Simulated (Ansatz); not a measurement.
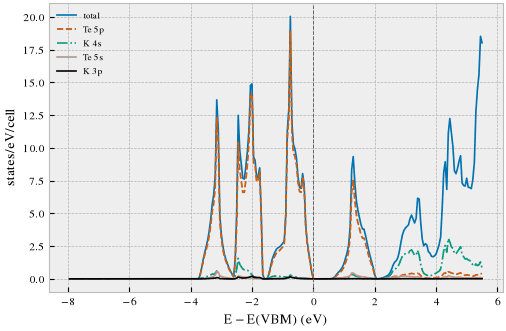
Fig. 1. Total and projected density of states of KTe in space group P6_3/mmc (No. 194; K on 2a, K on 2c, Te on 4f), DFT-LDA in the program Ansatz with PAW potentials

Task: Which orbitals carry the states next to the gap?

Result: Top 1 eV of the valence band: Te 5p 95 %. Bottom 1 eV of the conduction band: Te 5p 80 %, Te 5s 6 %, outside the projected shells 9 %. Projections are on Löwdin-orthogonalised atomic valence shells; empty p or d shells of many metals are not among them.

Task: Where is the tallest occupied peak in this window, and what makes it?

Result: Near -0.8 eV, about 20 states/eV per cell; the largest projected share is Te 5p.

The first step of the workflow began from a Materials Project structure, measured or hypothetical; the Crystallography Open Database files this formula in space group No. 194, but the cells were not matched. Whether it is the stable phase at ambient conditions was not checked. Symmetry was held in the LDA relaxation; its stability against distortions is not shown here. Scalar-relativistic: spin–orbit coupling is off unless named, which matters more the heavier the elements.

Potentials: the later of the program's two PAW sets.
